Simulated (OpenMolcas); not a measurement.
**Multiconfigurational calculation, with input and output: Sm²⁺**

- system: Sm²⁺.
- method: state-averaged SS-CASPT2, IPEA shift 0.25, imaginary shift 0.1 hartree, closed shells 5s 5p correlated, active space 6 electrons in the shell 4f, basis ANO-RCC-VTZP, DKH2 scalar Hamiltonian, spin-orbit coupling by RASSI with atomic mean-field integrals (OpenMolcas)

### Log (extracts)
```
--- CASPT2 ---
Orbital specifications:
      -----------------------

      Symmetry species                           1   2
                                                ag  au
      Frozen orbitals                           14   9
      Inactive orbitals                          1   3
      Active orbitals                            0   7
      Secondary orbitals                        36  34
      Deleted orbitals                           0   0
      Number of basis functions                 51  53
Type of calculation                        MS-CASPT2
      Fock operator                              state-specific
      IPEA shift                                 0.25
      Real shift                                 0.00
      Imaginary shift                            0.10
      The input orbitals will be transformed to quasi-canonical
Reference energy:      -10417.8803599647
      E2 (Non-variational):      -0.4939420903
      Shift correction:          -0.0008021456
      E2 (Variational):          -0.4947442359
      Total energy:          -10418.3751042006
      Residual norm:              0.0000006313
      Reference weight:           0.88293
      Contributions to the CASPT2 correlation energy
      Active & Virtual Only:         -0.1189611846
      One Inactive Excited:          -0.2069405186
      Two Inactive Excited:          -0.1680403871
Reference energy:      -10417.8803599647
      E2 (Non-variational):      -0.4940540957
      Shift correction:          -0.0008160969
      E2 (Variational):          -0.4948701925
      Total energy:          -10418.3752301572
      Residual norm:              0.0000006296
      Reference weight:           0.88267
      Contributions to the CASPT2 correlation energy
      Active & Virtual Only:         -0.1190330238
      One Inactive Excited:          -0.2069879084
      Two Inactive Excited:          -0.1680331635
::    CASPT2 Root  1     Total energy: -10418.37510420
::    CASPT2 Root  2     Total energy: -10418.37523016
::    CASPT2 Root  3     Total energy: -10418.37557394
::    CASPT2 Root  4     Total energy: -10418.37526253
::    CASPT2 Root  5     Total energy: -10418.37514055
::    CASPT2 Root  6     Total energy: -10418.37558010
::    CASPT2 Root  7     Total energy: -10418.37525523
::    MS-CASPT2 Root  1     Total energy: -10418.37558372
::    MS-CASPT2 Root  2     Total energy: -10418.37557126
::    MS-CASPT2 Root  3     Total energy: -10418.37526275
::    MS-CASPT2 Root  4     Total energy: -10418.37525573
::    MS-CASPT2 Root  5     Total energy: -10418.37523004
::    MS-CASPT2 Root  6     Total energy: -10418.37513919
::    MS-CASPT2 Root  7     Total energy: -10418.37510401
--- CASPT2 ---
Orbital specifications:
      -----------------------

      Symmetry species                           1   2
                                                ag  au
      Frozen orbitals                           14   9
      Inactive orbitals                          1   3
      Active orbitals                            0   7
      Secondary orbitals                        36  34
      Deleted orbitals                           0   0
      Number of basis functions                 51  53
Type of calculation                        SS-CASPT2
      Fock operator                              state-specific
      IPEA shift                                 0.25
      Real shift                                 0.00
      Imaginary shift                            0.10
      The input orbitals will be transformed to quasi-canonical
Reference energy:      -10417.7818988617
      E2 (Non-variational):      -0.5195107945
      Shift correction:          -0.0016837226
      E2 (Variational):          -0.5211945172
      Total energy:          -10418.3030933789
      Residual norm:              0.0000006553
      Reference weight:           0.86140
      Contributions to the CASPT2 correlation energy
      Active & Virtual Only:         -0.1420845355
      One Inactive Excited:          -0.2085965224
      Two Inactive Excited:          -0.1688297367
Reference energy:      -10417.7818988617
      E2 (Non-variational):      -0.5194491278
      Shift correction:          -0.0016896961
      E2 (Variational):          -0.5211388239
      Total energy:          -10418.3030376856
      Residual norm:              0.0000007295
      Reference weight:           0.86147
      Contributions to the CASPT2 correlation energy
      Active & Virtual Only:         -0.1420812172
      One Inactive Excited:          -0.2085388550
      Two Inactive Excited:          -0.1688290556
::    CASPT2 Root  1     Total energy: -10418.30309338
::    CASPT2 Root  2     Total energy: -10418.30303769
::    CASPT2 Root  3     Total energy: -10418.30316240
::    CASPT2 Root  4     Total energy: -10418.30301800
::    CASPT2 Root  5     Total energy: -10418.30308561
::    CASPT2 Root  6     Total energy: -10418.27471803
::    CASPT2 Root  7     Total energy: -10418.27486068
::    CASPT2 Root  8     Total energy: -10418.27471347
::    CASPT2 Root  9     Total energy: -10418.27440819
::    CASPT2 Root 10     Total energy: -10418.27478562
::    CASPT2 Root 11     Total energy: -10418.27445291
::    CASPT2 Root 12     Total energy: -10418.27486856
::    CASPT2 Root 13     Total energy: -10418.27431772
::    CASPT2 Root 14     Total energy: -10418.27445217
::    CASPT2 Root 15     Total energy: -10418.27438456
::    CASPT2 Root 16     Total energy: -10418.27497981
::    CASPT2 Root 17     Total energy: -10418.27433694
::    CASPT2 Root 18     Total energy: -10418.27447061
::    CASPT2 Root 19     Total energy: -10418.27460668
::    CASPT2 Root 20     Total energy: -10418.27522337
::    CASPT2 Root 21     Total energy: -10418.27452581
::    CASPT2 Root 22     Total energy: -10418.27461597
::    CASPT2 Root 23     Total energy: -10418.28090857
::    CASPT2 Root 24     Total energy: -10418.28081009
::    CASPT2 Root 25     Total energy: -10418.28072117
::    CASPT2 Root 26     Total energy: -10418.28115679
::    CASPT2 Root 27     Total energy: -10418.28096825
::    CASPT2 Root 28     Total energy: -10418.28119710
::    CASPT2 Root 29     Total energy: -10418.28083028
::    CASPT2 Root 30     Total energy: -10418.28077940
--- CASPT2 ---
Orbital specifications:
      -----------------------

      Symmetry species                           1   2
                                                ag  au
      Frozen orbitals                           14   9
      Inactive orbitals                          1   3
      Active orbitals                            0   7
      Secondary orbitals                        36  34
      Deleted orbitals                           0   0
      Number of basis functions                 51  53
Type of calculation                        SS-CASPT2
      Fock operator                              state-specific
      IPEA shift                                 0.25
      Real shift                                 0.00
      Imaginary shift                            0.10
      The input orbitals will be transformed to quasi-canonical
Reference energy:      -10417.6998315545
      E2 (Non-variational):      -0.5275655862
      Shift correction:          -0.0021652409
      E2 (Variational):          -0.5297308271
      Total energy:          -10418.2295623816
      Residual norm:              0.0000003349
      Reference weight:           0.85712
      Contributions to the CASPT2 correlation energy
      Active & Virtual Only:         -0.1503058808
      One Inactive Excited:          -0.2074005861
      Two Inactive Excited:          -0.1698591193
Reference energy:      -10417.6998315545
      E2 (Non-variational):      -0.5275655266
      Shift correction:          -0.0021652383
      E2 (Variational):          -0.5297307649
      Total energy:          -10418.2295623194
      Residual norm:              0.0000003349
      Reference weight:           0.85712
      Contributions to the CASPT2 correlation energy
      Active & Virtual Only:         -0.1503057991
      One Inactive Excited:          -0.2074006083
      Two Inactive Excited:          -0.1698591193
::    CASPT2 Root  1     Total energy: -10418.22956238
::    CASPT2 Root  2     Total energy: -10418.22956232
::    CASPT2 Root  3     Total energy: -10418.22956233
::    CASPT2 Root  4     Total energy: -10418.19447663
::    CASPT2 Root  5     Total energy: -10418.19453925
::    CASPT2 Root  6     Total energy: -10418.19431548
::    CASPT2 Root  7     Total energy: -10418.19442422
::    CASPT2 Root  8     Total energy: -10418.19413340
::    CASPT2 Root  9     Total energy: -10418.19428423
::    CASPT2 Root 10     Total energy: -10418.19500778
::    CASPT2 Root 11     Total energy: -10418.19478576
::    CASPT2 Root 12     Total energy: -10418.19420757
::    CASPT2 Root 13     Total energy: -10418.19418973
::    CASPT2 Root 14     Total energy: -10418.19476630
::    CASPT2 Root 15     Total energy: -10418.19395705
::    CASPT2 Root 16     Total energy: -10418.19423676
::    CASPT2 Root 17     Total energy: -10418.19419234
::    CASPT2 Root 18     Total energy: -10418.19423828
::    CASPT2 Root 19     Total energy: -10418.19456783
::    CASPT2 Root 20     Total energy: -10418.19431233
::    CASPT2 Root 21     Total energy: -10418.19411608
::    CASPT2 Root 22     Total energy: -10418.19444490
::    CASPT2 Root 23     Total energy: -10418.19407777
::    CASPT2 Root 24     Total energy: -10418.19419640
::    CASPT2 Root 25     Total energy: -10418.19454865
::    CASPT2 Root 26     Total energy: -10418.19410855
::    CASPT2 Root 27     Total energy: -10418.19714138
::    CASPT2 Root 28     Total energy: -10418.19692460
::    CASPT2 Root 29     Total energy: -10418.19682132
::    CASPT2 Root 30     Total energy: -10418.19736361
--- CASPT2 ---
Orbital specifications:
      -----------------------

      Symmetry species                           1   2
                                                ag  au
      Frozen orbitals                           14   9
      Inactive orbitals                          1   3
      Active orbitals                            0   7
      Secondary orbitals                        36  34
      Deleted orbitals                           0   0
      Number of basis functions                 51  53
Type of calculation                        MS-CASPT2
      Fock operator                              state-specific
      IPEA shift                                 0.25
      Real shift                                 0.00
      Imaginary shift                            0.10
      The input orbitals will be transformed to quasi-canonical
Reference energy:      -10417.6627163942
      E2 (Non-variational):      -0.5296366190
      Shift correction:          -0.0021777205
      E2 (Variational):          -0.5318143396
      Total energy:          -10418.1945307337
      Residual norm:              0.0000007348
      Reference weight:           0.85655
      Contributions to the CASPT2 correlation energy
      Active & Virtual Only:         -0.1517831352
      One Inactive Excited:          -0.2079276123
      Two Inactive Excited:          -0.1699258716
Reference energy:      -10417.6585526720
      E2 (Non-variational):      -0.4973641385
      Shift correction:          -0.0007189139
      E2 (Variational):          -0.4980830524
      Total energy:          -10418.1566357244
      Residual norm:              0.0000004732
      Reference weight:           0.88506
      Contributions to the CASPT2 correlation energy
      Active & Virtual Only:         -0.1220496074
      One Inactive Excited:          -0.2077994711
      Two Inactive Excited:          -0.1675150600
::    CASPT2 Root  1     Total energy: -10418.19453073
::    CASPT2 Root  2     Total energy: -10418.15663572
::    CASPT2 Root  3     Total energy: -10418.15676438
::    CASPT2 Root  4     Total energy: -10418.15657821
::    CASPT2 Root  5     Total energy: -10418.15701323
::    CASPT2 Root  6     Total energy: -10418.15642708
::    CASPT2 Root  7     Total energy: -10418.15719728
::    CASPT2 Root  8     Total energy: -10418.15682896
::    CASPT2 Root  9     Total energy: -10418.15688753
::    CASPT2 Root 10     Total energy: -10418.15670614
::    CASPT2 Root 11     Total energy: -10418.15637674
::    CASPT2 Root 12     Total energy: -10418.15685764
::    CASPT2 Root 13     Total energy: -10418.15711635
::    CASPT2 Root 14     Total energy: -10418.15702889
::    CASPT2 Root 15     Total energy: -10418.15706013
::    CASPT2 Root 16     Total energy: -10418.15684679
::    CASPT2 Root 17     Total energy: -10418.15693836
::    CASPT2 Root 18     Total energy: -10418.15685820
::    CASPT2 Root 19     Total energy: -10418.15698735
::    CASPT2 Root 20     Total energy: -10418.15709078
::    CASPT2 Root 21     Total energy: -10418.15714940
::    CASPT2 Root 22     Total energy: -10418.15678240
::    CASPT2 Root 23     Total energy: -10418.15655264
::    CASPT2 Root 24     Total energy: -10418.15698669
::    CASPT2 Root 25     Total energy: -10418.15714448
::    CASPT2 Root 26     Total energy: -10418.15682687
::    CASPT2 Root 27     Total energy: -10418.16232450
::    CASPT2 Root 28     Total energy: -10418.16224504
::    CASPT2 Root 29     Total energy: -10418.16189494
::    CASPT2 Root 30     Total energy: -10418.16174125
```

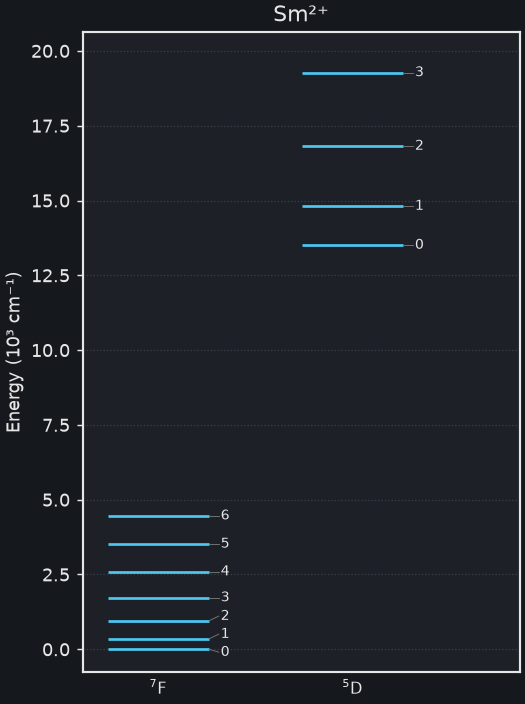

Figure 1. Level diagram of Sm²⁺. The lowest level is 4f⁶ ⁷F₀. The first excited level, 4f⁶ ⁷F₁, lies at 349 cm⁻¹. The ground term spreads over 4,460 cm⁻¹ in the order J = 0, 1, 2, 3, 4, 5, 6, a normal multiplet. All levels drawn have even parity, so no electric dipole line joins them. The leading LS term holds 94 % of a level on average. Spin-orbit coupling puts the ground level 3,490 cm⁻¹ below the lowest spin-free term.

```csv
Configuration,Level,E (cm⁻¹)
4f⁶,⁷F₀,0
4f⁶,⁷F₁,349
4f⁶,⁷F₂,956
4f⁶,⁷F₃,"1,727"
4f⁶,⁷F₄,"2,596"
4f⁶,⁷F₅,"3,519"
4f⁶,⁷F₆,"4,465"
4f⁶,⁵D₀,"13,510"
4f⁶,⁵D₁,"14,820"
4f⁶,⁵D₂,"16,820"
4f⁶,⁵D₃,"19,280"
```

### Input
```
&GATEWAY
Coord
1

Sm 0.0 0.0 0.0
Basis=ANO-RCC-VTZP
Group=XYZ
NoMove
AngMom=0.0 0.0 0.0
AMFI
&SEWARD
&RASSCF
FileOrb=start.orb
Symmetry=1
Spin=7
nActEl=6 0 0
Inactive=15 12
Ras2=0 7
CIRoot=7 7 1
SDav=7
CIMx=300
Iter=120 100
PrWF=0.3
OrbListing=Nothing
MaxOrb=0
Atom
>>> COPY $Project.JobIph JOB001
&RASSCF
FileOrb=start.orb
Symmetry=1
Spin=5
nActEl=6 0 0
Inactive=15 12
Ras2=0 7
CIRoot=140 140 1
SDav=140
CIMx=300
Iter=120 100
PrWF=0.3
OrbListing=Nothing
MaxOrb=0
Atom
>>> COPY $Project.JobIph JOB002
&RASSCF
FileOrb=start.orb
Symmetry=1
Spin=3
nActEl=6 0 0
Inactive=15 12
Ras2=0 7
CIRoot=272 272 1
SDav=588
CIMx=300
Iter=120 100
PrWF=0.3
OrbListing=Nothing
MaxOrb=0
Atom
CIOnly
>>> COPY $Project.JobIph JOB003
&RASSCF
FileOrb=start.orb
Symmetry=1
Spin=1
nActEl=6 0 0
Inactive=15 12
Ras2=0 7
CIRoot=272 272 1
SDav=490
CIMx=300
Iter=120 100
PrWF=0.3
OrbListing=Nothing
MaxOrb=0
Atom
CIOnly
>>> COPY $Project.JobIph JOB004
&RASSI
NrOfJobIphs=4 7 105 141 47
1 2 3 4 5 6 7
1 2 3 4 5 6 7 8 9 10 11 12 13 14 15 16 17 18 19 20 21 22 23 24 25 26 27
28 29 30 31 32 33 34 35 36 37 38 39 40 41 42 43 44 45 46 47 48 49 50 51
52 53 54 55 56 57 58 59 60 61 62 63 64 65 66 67 68 69 70 71 72 73 74 75
76 77 78 79 80 81 82 83 84 85 86 87 88 89 90 91 92 93 94 95 96 97 98 99
100 101 102 103 104 105
1 2 3 4 5 6 7 8 9 10 11 12 13 14 15 16 17 18 19 20 21 22 23 24 25 26 27
28 29 30 31 32 33 34 35 36 37 38 39 40 41 42 43 44 45 46 47 48 49 50 51
52 53 54 55 56 57 58 59 60 61 62 63 64 65 66 67 68 69 70 71 72 73 74 75
76 77 78 79 80 81 82 83 84 85 86 87 88 89 90 91 92 93 94 95 96 97 98 99
100 101 102 103 104 105 106 107 108 109 110 111 112 113 114 115 116 117
118 119 120 121 122 123 124 125 126 127 128 129 130 131 132 133 134 135
136 137 138 139 140 141
1 2 3 4 5 6 7 8 9 10 11 12 13 14 15 16 17 18 19 20 21 22 23 24 25 26 27
28 29 30 31 32 33 34 35 36 37 38 39 40 41 42 43 44 45 46 47
IphNames
JOB001
JOB002
JOB003
JOB004
EJob
SpinOrbit
DIPRint=1.0
SOCoupling=1000.0
Subsets=2
Property=9
'ANGMOM' 1 'ANGMOM' 2 'ANGMOM' 3 'MLTPL  1' 1 'MLTPL  1' 2 'MLTPL  1' 3
'AMFI' 1 'AMFI' 2 'AMFI' 3
SOProperty=3
'ANGMOM' 1 'ANGMOM' 2 'ANGMOM' 3
>>> COPY JOB001 $Project.JobIph
&CASPT2
Multistate=7 1 2 3 4 5 6 7
Frozen=14 9
IPEA=0.25
Imaginary=0.1
MaxIter=60
WThr=0.0 0.3 0.05
PrWF=0.5
NoMix
>>> COPY JOB002 $Project.JobIph
&CASPT2
Multistate=105 1 2 3 4 5 6 7 8 9 10 11 12 13 14 15 16 17 18 19 20 21 22
23 24 25 26 27 28 29 30 31 32 33 34 35 36 37 38 39 40 41 42 43 44 45 46
47 48 49 50 51 52 53 54 55 56 57 58 59 60 61 62 63 64 65 66 67 68 69 70
71 72 73 74 75 76 77 78 79 80 81 82 83 84 85 86 87 88 89 90 91 92 93 94
95 96 97 98 99 100 101 102 103 104 105
NoMult
Frozen=14 9
IPEA=0.25
Imaginary=0.1
MaxIter=60
WThr=0.0 0.3 0.05
PrWF=0.5
NoMix
>>> COPY JOB003 $Project.JobIph
&CASPT2
Multistate=141 1 2 3 4 5 6 7 8 9 10 11 12 13 14 15 16 17 18 19 20 21 22
23 24 25 26 27 28 29 30 31 32 33 34 35 36 37 38 39 40 41 42 43 44 45 46
47 48 49 50 51 52 53 54 55 56 57 58 59 60 61 62 63 64 65 66 67 68 69 70
71 72 73 74 75 76 77 78 79 80 81 82 83 84 85 86 87 88 89 90 91 92 93 94
95 96 97 98 99 100 101 102 103 104 105 106 107 108 109 110 111 112 113
114 115 116 117 118 119 120 121 122 123 124 125 126 127 128 129 130 131
132 133 134 135 136 137 138 139 140 141
NoMult
Frozen=14 9
IPEA=0.25
Imaginary=0.1
MaxIter=60
WThr=0.0 0.3 0.05
PrWF=0.5
NoMix
>>> COPY JOB004 $Project.JobIph
&CASPT2
Multistate=47 1 2 3 4 5 6 7 8 9 10 11 12 13 14 15 16 17 18 19 20 21 22
23 24 25 26 27 28 29 30 31 32 33 34 35 36 37 38 39 40 41 42 43 44 45 46
47
Frozen=14 9
IPEA=0.25
Imaginary=0.1
MaxIter=60
WThr=0.0 0.3 0.05
PrWF=0.5
NoMix
```

The file start.orb holds starting orbitals from an earlier step. A driver script formed the levels outside the program, from RASSI's spin-orbit matrix and the CASPT2 energies (for multi-state variants, the effective Hamiltonian), averaged over the components of each term or state. The log and the time are those of the CASPT2 step.

Launched with:
```bash
OMP_NUM_THREADS=1 MOLCAS_MEM=2252 MOLCAS_PROJECT=a pymolcas a.inp > a.log  # once for each step of the input, in one work folder
```

### Results in brief

```
                                 quantity                                                     value
                                  outcome  converged; degenerate states are split by up to 332 cm⁻¹
                             lowest level                                                   4f⁶ ⁷F₀
                      first excited level                         4f⁶ ⁷F₁, 349 cm⁻¹ (measured: 293)
      energy of the lowest spin-free term                                      −10418.37531 hartree
    energy of the lowest spin-orbit level                                      −10418.39122 hartree
                CASPT2 correlation energy                                           −0.4949 hartree
largest spread among components of a term                                                332.0 cm⁻¹
                  lowest reference weight                                                     0.857
                                 hardware                                 1 CPU thread, shared host
                                wall time                                                   4.5 min
```

### Remarks

The components of ⁵H, which symmetry makes degenerate, are split by 332 cm⁻¹ in CASPT2, and those of 17 more by over 50 cm⁻¹. This is an artefact; the levels of such states rest on averages and are uncertain by about as much. The run is of multi-state type; this report uses its single-state energies. To bear in mind: only configurations of the active space are included; spin-free states above about 50,000 cm⁻¹ are left out of the spin-orbit step.
